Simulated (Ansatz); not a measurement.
# Phonons of FeSi2 (Linzhiite, P4/mmm) against volume, part 2 of 3

Aim: how do the optical modes of FeSi2 (Linzhiite, P4/mmm) move with volume?

Ansatz 0.2.0; DFT PBEsol, scalar-relativistic, plane waves, PAW; PAW set soft_1.

So far. Step 3 (Tight relaxation): The largest force component left is 0.26 meV/Å and the pressure is -0.002 GPa, within the tolerances set. The cell now holds 12.19 Å³/atom.

## Step 4: Zone-centre response at rest

The force constants come from the linear response of the density to a displacement.

The modes at rest are the reference of the series.

input.yaml reads:

```yaml
crystal:
  lattice:
    - [2.6758240253, 0.0, 0.0]
    - [0.0, 2.6758240253, 0.0]
    - [0.0, 0.0, 5.1069498389]
  atoms:
    - { symbol: Si, position: [0.5, 0.5, 0.2719751076] }
    - { symbol: Si, position: [0.5, 0.5, 0.7280248924] }
    - { symbol: Fe, position: [0.0, 0.0, 0.0] }
kpoints:
  mp_grid: { grid: [16, 16, 8] }
hamiltonian:
  xc: pbesol
  pseudopotentials: { kind: paw, azcp: { folder: soft_1 }, xc_functional: pbe }
scf:
  occupations: { method: methfessel_paxton, width: 0.2 }
output:
  eigenvalues: true
phonons:
  method: dfpt
```

On the command line:

```bash
ansatz run input.yaml --threads 4 --pin off --max-ram 10240MiB --backend cpu --events-out ev --progress --plain --runs-dir out
```

Numbers of over 12 decimals in the logs are rounded to 6 here.

Log:

```text
zone centre: on kpoints.mp_grid the ground state, and the responses unless they are solved on pairs of k-points, stand on 405 of the mesh's 2048 k-points, reduced under 4 symmetry operations, with k and −k counted as one. Each operation leaves every solved displacement unchanged or reverses it
[...]
Crystal: 3 atoms, lattice volume = 36.566 Å³
Basis set: ecut = 420 eV, 733 PW (Γ), exchange–correlation on 36×36×72 points (8 copies of the dense FFT grid, shifted against one another)
Bands: 16, of which v1, the nominal top of the filled ones, is band 12 counted from 1 (11 counted from 0)
Symmetry: 16 space group operations
k-points: 405 of 2048 (irreducible under 4 space group operations, time reversal used)
[...]
SCF iter   1: F=—  HF=-5695.030340 eV  |F-HF|=—  |Δ(HF+E_count)|=         —  Δρ=1.22e-1  dr2=1.20e1  ethr=3.10e-3  ⟨swp⟩=5.1  Hψ=34345  notcnv=0
[...]
SCF iter  10: F=-5693.363928 eV  HF=-5693.363928 eV  |F-HF|=8.19e-12  |Δ(HF+E_count)|=  1.26e-10  S|Δr|=    0.00e0  Δρ=1.22e-7  dr2=3.91e-12  ethr=1.00e-12  ⟨swp⟩=4.3  Hψ=33614  notcnv=0
[...]
SCF 1 converged in 10 iterations: F = -5693.363928 eV  dr2 = 3.91e-12
[...]
DFPT response loops at Γ: preconditioner auto → Kerker (q_TF=auto, 2.543 Å⁻¹) (partly filled bands, converged f_vac=0.000); β = 1.00, the filter's whole step (`scf.mixing.beta` (0.50) is not read by the response loops under this deck's `scf.mixing.preconditioner`; to damp them name `kerker` or `kerker_dos`, under which they read `scf.mixing.beta`, and type it under 1.00, their step now; both keys bind the ground state too); Broyden in place of MSR1
SCF converged after 10 iterations
[...]
Free energy (F): -5693.363928 eV
[...]
Internal energy: -5693.364937 eV  (E = F + TS)
E sigma→0 (E₀):  -5693.364180 eV
Entropy (-TS):   0.001009 eV (0.336 meV/atom)
Fermi energy:    14.392020 eV
[...]
--- Band table (eV; the first three rows and the last of 405) ---
  k-point 0: bands = [... 8 lower, 12.6929, 12.8616, 12.8616, 13.7610, 18.9696, 18.9696, 20.9073, 21.5261]
  k-point 1: bands = [... 8 lower, 12.6545, 12.8547, 12.8547, 13.7611, 19.0714, 19.0714, 19.9083, 21.3379]
  k-point 2: bands = [... 8 lower, 12.5158, 12.8383, 12.8383, 13.7613, 18.4737, 19.3651, 19.3651, 21.0279]
  k-point 404: bands = [... 8 lower, 11.0717, 11.0717, 12.5583, 14.5745, 14.7468, 14.7468, 15.4899, 17.3123]
--- Phonons (Γ-DFPT): 4 representative perturbations + reference, on 405 of 2048 k-points (Σ response iterations 14) ---
  k mesh reduced under 4 symmetry operations, with k and −k counted as one. Each operation leaves every solved displacement unchanged or reverses it
  ASR residual: 7.263e-5 → 0.000e0 eV/Å²; symmetrization residual: 1.049e-6 eV/Å²
  ASR residual per site (eV/Å²): 5.45e-5 5.45e-5 7.26e-5
  Γ frequencies (cm⁻¹): 0.00 0.00 0.00 228.02 228.02 290.46 290.46 362.21 560.37
  non-analytic LO–TO correction: not included (Born effective charges unavailable; polar crystals: no LO–TO splitting at Γ)
```

Run time: 15 s. Hardware: 4 threads of INTEL XEON PLATINUM 8581C at 2.10GHz (Emerald Rapids), shared host; peak memory 1 GiB; 56 s of CPU time.

This step gave:

```
sum-rule residual before enforcement                    : 7.26e-5 eV/Å²
point group                                             : 4/mmm
highest optical mode at the zone centre (no LO-TO term) : 560.4 cm⁻¹
lowest optical zone-centre mode                         : 228.0 cm⁻¹
```

Patterns of degenerate modes are one choice out of their space. Modes at Γ, with each element's share of the kinetic energy:

```
mode  frequency (cm⁻¹)  symmetry  Si %  Fe %
   1               0.0  acoustic    50    50
   2               0.0  acoustic    50    50
   3               0.0  acoustic    50    50
   4             228.0        Eg   100     0
   5             228.0        Eg   100     0
   6             290.5        Eu    50    50
   7             290.5        Eu    50    50
   8             362.2       A2u    50    50
   9             560.4       A1g   100     0
```

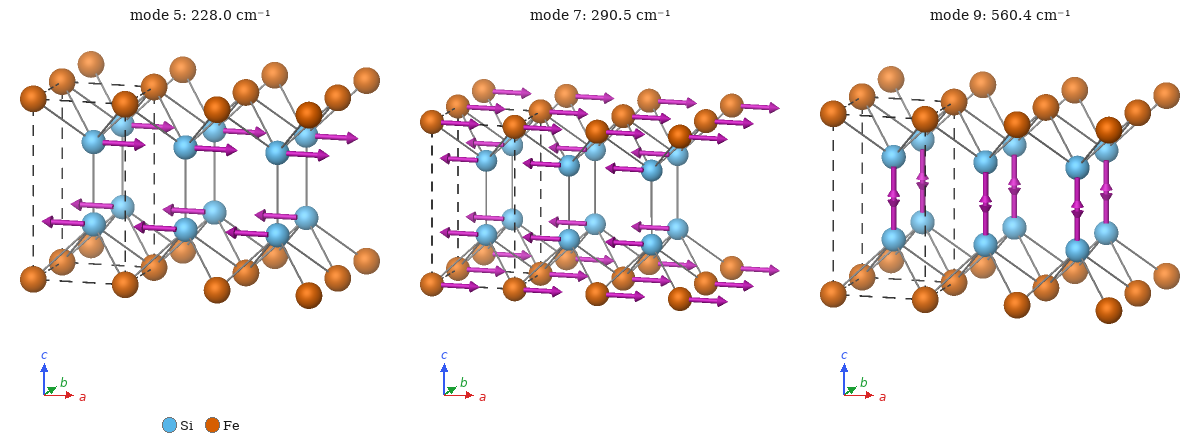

Displacement patterns of modes 5, 7 and 9 at Γ; arrows are exaggerated. 3×2×1 cells are drawn. Some periodic images of atoms are drawn too.

Before it was imposed, the acoustic sum rule was missed by 7.3e-5 eV/Å². Small misses are needed for a sound result but don't prove that mesh and cutoff are converged. The lowest optical mode is real, 228 cm⁻¹.

## Step 5: Relaxation of a member: 1.06 times the volume at rest

The cell is set to 1.06 times the volume at rest, and shape and atoms relax at that volume.

input.yaml, the sections that differ from step 4:

```yaml
crystal:
  lattice:
    - [2.7332842713, 0.0, 0.0]
    - [0.0, 2.7332842713, 0.0]
    - [0.0, 0.0, 5.1881550969]
  atoms:
    - { symbol: Si, position: [0.5, 0.5, 0.2706871784] }
    - { symbol: Si, position: [0.5, 0.5, 0.7293128216] }
    - { symbol: Fe, position: [0.0, 0.0, 0.0] }
output:
  forces: true
  stress: true
  eigenvalues: true
relax:
  adjacent_minimum: "off"
  f_tol: 0.001
  max_steps: 60
  cell: { stress_tol: 0.01, fix: [volume] }
# kpoints, hamiltonian, scf: as in step 4
# phonons: removed
```

Log:

```text
[...]
Crystal: 3 atoms, lattice volume = 38.760 Å³
Basis set: ecut = 420 eV, 773 PW (Γ), exchange–correlation on 40×40×72 points (8 copies of the dense FFT grid, shifted against one another)
Bands: 16, of which v1, the nominal top of the filled ones, is band 12 counted from 1 (11 counted from 0)
Symmetry: 16 space group operations
[...]
k-points: 225 of 2048
[...]
k-point 224: bands = [... 8 lower, 10.1393, 10.1393, 11.7389, 13.5107, 13.8678, 13.8678, 14.7078, 15.8510]
--- Relaxed structure (4 steps of the walk, 4 accepted, 1 SCFs on fresh bases) ---
[...]
cell:  # Å, volume = 38.7599 Å³
    - [2.735665, 0, 0.0]
    - [0, 2.735665, 0.0]
    - [0.0, 0.0, 5.179129]
  atoms:
    - { symbol: Si, position: [0.5, 0.5, 0.270023] }
    - { symbol: Si, position: [0.5, 0.5, 0.729977] }
    - { symbol: Fe, position: [0, 0, 0.0] }
[key lines of the parts left out:]
SCF converged after 6 iterations
Free energy (F): -5693.291740 eV
Fermi energy:    13.411159 eV
P = ⅓ Tr σ = -9.9737 GPa (-99.737 kbar)
```

Elapsed: 6.2 s, on 4 threads; peak memory 0.52 GiB; 22 s of CPU time.

The steps of the relaxation:

```
step  energy less that of the first step (eV)  largest force component (eV/Å)  pressure (GPa)  volume (Å³)
   1                                   0.0000                          0.0808          -10.15        38.76
   2                                  -0.0004                          0.0176          -10.00        38.76
   3                                  -0.0004                          0.0018           -9.97        38.76
   4                                  -0.0004                          0.0000           -9.97        38.76
  5*                                  -0.0004                          0.0000           -9.97        38.76
```

Relaxation steps marked * repeat the geometry before them on a plane-wave basis chosen anew for their cell, so energy and pressure can jump there.

Forces are held to the 16 operations that the run works with; a distortion that breaks them can't arise in this run.

```
conventional cell, symmetrised  before  after  change
                         a (Å)   2.733  2.736  +0.1 %
                         b (Å)   2.733  2.736  +0.1 %
                         c (Å)   5.188  5.179  -0.2 %
              volume (Å³/atom)   12.92  12.92  -0.0 %
```

The relaxed structure:

```
Si Fe
1.0
     2.73566    0.00000    0.00000
     0.00000    2.73566    0.00000
     0.00000    0.00000    5.17913
Si Fe
2 1
Direct
  0.50000 0.50000 0.27002
  0.50000 0.50000 0.72998
  0.00000 0.00000 0.00000
```

This step gave:

- pressure: -9.974 GPa
- volume per atom: 12.92 Å³

The largest force component left is 0.0081 meV/Å, at a pressure of -9.97 GPa.

## Step 6: Zone-centre modes of the member: 1.06 times the volume at rest

The zone-centre modes follow for 1.06 times the volume at rest.

input.yaml, the sections that differ from step 5:

```yaml
crystal:
  lattice:
    - [2.7356649835, 0.0, 0.0]
    - [0.0, 2.7356649835, 0.0]
    - [0.0, 0.0, 5.1791290429]
  atoms:
    - { symbol: Si, position: [0.5, 0.5, 0.2700228853] }
    - { symbol: Si, position: [0.5, 0.5, 0.7299771147] }
    - { symbol: Fe, position: [0.0, 0.0, 0.0] }
output:
  eigenvalues: true
phonons:
  method: dfpt
# kpoints, hamiltonian, scf: as in step 5
# relax: removed
```

Log:

```text
[...]
Crystal: 3 atoms, lattice volume = 38.760 Å³
Basis set: ecut = 420 eV, 773 PW (Γ), exchange–correlation on 40×40×72 points (8 copies of the dense FFT grid, shifted against one another)
Bands: 16, of which v1, the nominal top of the filled ones, is band 12 counted from 1 (11 counted from 0)
Symmetry: 16 space group operations
k-points: 405 of 2048 (irreducible under 4 space group operations, time reversal used)
[...]
SCF iter   1: F=—  HF=-5694.984201 eV  |F-HF|=—  |Δ(HF+E_count)|=         —  Δρ=1.27e-1  dr2=1.32e1  ethr=3.10e-3  ⟨swp⟩=5.1  Hψ=34202  notcnv=0
[...]
SCF iter  10: F=-5693.291740 eV  HF=-5693.291740 eV  |F-HF|=2.73e-12  |Δ(HF+E_count)|=  2.61e-10  S|Δr|=    0.00e0  Δρ=2.19e-7  dr2=6.50e-12  ethr=1.00e-12  ⟨swp⟩=5.0  Hψ=35096  notcnv=0
[...]
SCF 1 converged in 10 iterations: F = -5693.291740 eV  dr2 = 6.50e-12
[...]
SCF converged after 10 iterations
[...]
Free energy (F): -5693.291740 eV
[...]
Internal energy: -5693.292726 eV  (E = F + TS)
E sigma→0 (E₀):  -5693.291986 eV
Entropy (-TS):   0.000986 eV (0.329 meV/atom)
Fermi energy:    13.411158 eV
[...]
--- Band table (eV; the first three rows and the last of 405) ---
  k-point 0: bands = [... 8 lower, 11.8965, 11.9497, 11.9497, 12.7559, 17.6096, 17.6096, 19.7929, 20.4733]
  k-point 1: bands = [... 8 lower, 11.8619, 11.9428, 11.9428, 12.7559, 17.7065, 17.7065, 18.7975, 20.3145]
  k-point 2: bands = [... 8 lower, 11.7343, 11.9262, 11.9262, 12.7561, 17.3588, 17.9848, 17.9848, 20.0401]
  k-point 404: bands = [... 8 lower, 10.1393, 10.1393, 11.7389, 13.5107, 13.8678, 13.8678, 14.7078, 15.8510]
[...]
ASR residual: 9.422e-5 → 0.000e0 eV/Å²; symmetrization residual: 4.360e-6 eV/Å²
  ASR residual per site (eV/Å²): 1.92e-5 1.92e-5 9.42e-5
  Γ frequencies (cm⁻¹): 0.00 0.00 0.00 212.82 212.82 256.87 256.87 330.73 509.49
[...]
```

The job ended after 17 s (4 threads; peak memory 1.1 GiB; 64 s of CPU time).

This step gave:

- sum-rule residual before enforcement: 9.42e-5 eV/Å²
- highest optical mode at the zone centre (no LO-TO term): 509.5 cm⁻¹
- lowest optical zone-centre mode: 212.8 cm⁻¹

Patterns of degenerate modes are one choice out of their space. Modes at Γ, with each element's share of the kinetic energy:

```
mode  frequency (cm⁻¹)  symmetry  Si %  Fe %
   1               0.0  acoustic    50    50
   2               0.0  acoustic    50    50
   3               0.0  acoustic    50    50
   4             212.8        Eg   100     0
   5             212.8        Eg   100     0
   6             256.9        Eu    50    50
   7             256.9        Eu    50    50
   8             330.7       A2u    50    50
   9             509.5       A1g   100     0
```

The lowest optical mode is real, 213 cm⁻¹, and the highest lies at 509.5 cm⁻¹.

Between step 4 and this run (volume ratio 1.06) the value for the highest optical mode at the zone centre (no LO-TO term) moves from 560 cm⁻¹ to 509 cm⁻¹ (-9 %).

## Step 7: A member of the series: 0.9 times the volume at rest

The cell is set to 0.9 times the volume at rest, and shape and atoms relax at that volume.

input.yaml, the sections that differ from step 6:

```yaml
crystal:
  lattice:
    - [2.57367379, 0.0, 0.0]
    - [0.0, 2.57367379, 0.0]
    - [0.0, 0.0, 4.9683501964]
  atoms:
    - { symbol: Si, position: [0.5, 0.5, 0.2743977963] }
    - { symbol: Si, position: [0.5, 0.5, 0.7256022037] }
    - { symbol: Fe, position: [0.0, 0.0, 0.0] }
output:
  forces: true
  stress: true
  eigenvalues: true
relax:
  adjacent_minimum: "off"
  f_tol: 0.001
  max_steps: 60
  cell: { stress_tol: 0.01, fix: [volume] }
# kpoints, hamiltonian, scf: as in step 6
# phonons: removed
```

Log:

```text
[...]
Crystal: 3 atoms, lattice volume = 32.909 Å³
Basis set: ecut = 420 eV, 661 PW (Γ), exchange–correlation on 36×36×72 points (8 copies of the dense FFT grid, shifted against one another)
Bands: 16, of which v1, the nominal top of the filled ones, is band 12 counted from 1 (11 counted from 0)
Symmetry: 16 space group operations
[...]
k-points: 225 of 2048
[...]
k-point 224: bands = [... 8 lower, 12.8994, 12.8994, 14.1306, 16.4371, 16.4371, 16.6572, 16.9954, 20.1853]
--- Relaxed structure (3 steps of the walk, 3 accepted, 1 SCFs on fresh bases) ---
[...]
cell:  # Å, volume = 32.9093 Å³
    - [2.571134, 0, 0.0]
    - [0, 2.571134, 0.0]
    - [0.0, 0.0, 4.978170]
  atoms:
    - { symbol: Si, position: [0.5, 0.5, 0.274991] }
    - { symbol: Si, position: [0.5, 0.5, 0.725009] }
    - { symbol: Fe, position: [0, 0, 0.0] }
[key lines of the parts left out:]
SCF converged after 6 iterations
Free energy (F): -5693.093891 eV
Fermi energy:    16.272548 eV
P = ⅓ Tr σ = 26.0236 GPa (260.236 kbar)
```

Wall time 4.6 s (4 threads); peak memory 0.5 GiB.

Step by step:

```
step  energy less that of the first step (eV)  largest force component (eV/Å)  pressure (GPa)  volume (Å³)
   1                                   0.0000                          0.1014           26.24        32.91
   2                                  -0.0005                          0.0265           26.07        32.91
   3                                  -0.0005                          0.0002           26.02        32.91
  4*                                  -0.0005                          0.0001           26.02        32.91
```

Relaxation steps marked * repeat the geometry before them on a plane-wave basis chosen anew for their cell, so energy and pressure can jump there.

Forces are held to the 16 operations that the run works with; a distortion that breaks them can't arise in this run.

```
conventional cell, symmetrised  before  after  change
                         a (Å)   2.574  2.571  -0.1 %
                         b (Å)   2.574  2.571  -0.1 %
                         c (Å)   4.968  4.978  +0.2 %
              volume (Å³/atom)   10.97  10.97  +0.0 %
```

Final coordinates:

```cif
data_structure
_symmetry_space_group_name_H-M 'P 1'
_symmetry_Int_Tables_number 1
_cell_length_a 2.5711
_cell_length_b 2.5711
_cell_length_c 4.9782
_cell_angle_alpha 90.000
_cell_angle_beta 90.000
_cell_angle_gamma 90.000
_cell_volume 32.91
loop_
_atom_site_label
_atom_site_type_symbol
_atom_site_fract_x
_atom_site_fract_y
_atom_site_fract_z
_atom_site_occupancy
Si1 Si 0.50000 0.50000 0.27499 1
Si2 Si 0.50000 0.50000 0.72501 1
Fe3 Fe 0.00000 0.00000 0.00000 1
```

This step gave:

```yaml
pressure: 26.02 GPa
volume_per_atom: 10.97 Å³
```

The largest force component left is 0.096 meV/Å, at a pressure of 26.02 GPa.

(Continued in part 3 of 3.)

[Logs are printed without paths, hosts, clocks, repeated set-up lines and the standing remarks that a program may print on its own settings, such as how far it seeks lower states.]

[Hosts, paths, dates, database ids (printed as entryN), source tags and the programs' standing remarks are cut or masked in the printed files.]
